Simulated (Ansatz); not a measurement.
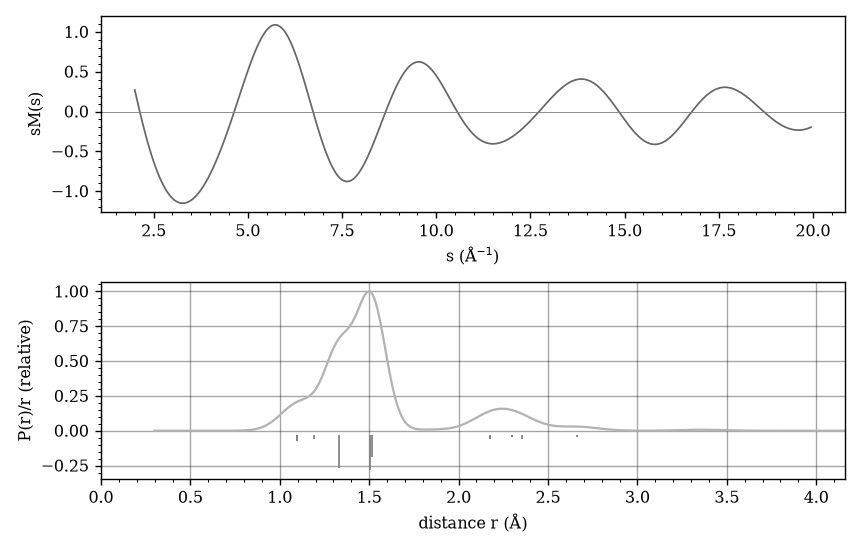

Simulated gas electron diffraction: reduced molecular intensity sM(s) from the Debye equation in the first Born approximation (top) and the radial distribution curve (bottom) of CH₃BO. Each pair of atoms contributes with weight ZᵢZⱼ/r (bars below the curve); damping constant 0.002 Å²; vibrational amplitudes assumed, not computed: 0.05 Å for bonds, 0.078 Å for bonds to H, 0.06 + 0.015 r up to 0.15 Å for other pairs. The geometry is the end point of an optimisation (Ansatz 0.2.0, RKS PBE0/cc-pVDZ); it may be a saddle point or a higher isomer. SMILES: B1CO1.

Read the positions of the first 2 clear peaks and name the main pairs (– for bonds).

Answer. Peak 1, 1.50 Å: O–B 1.33 Å, O–C 1.51 Å, C–B 1.52 Å, not resolved; in its flanks C–H 1.10 Å
Peak 2, 2.24 Å: O···H 2.17–2.36 Å (×3), B···H 2.30 Å (×2), not resolved; in its flanks C···H 2.66 Å
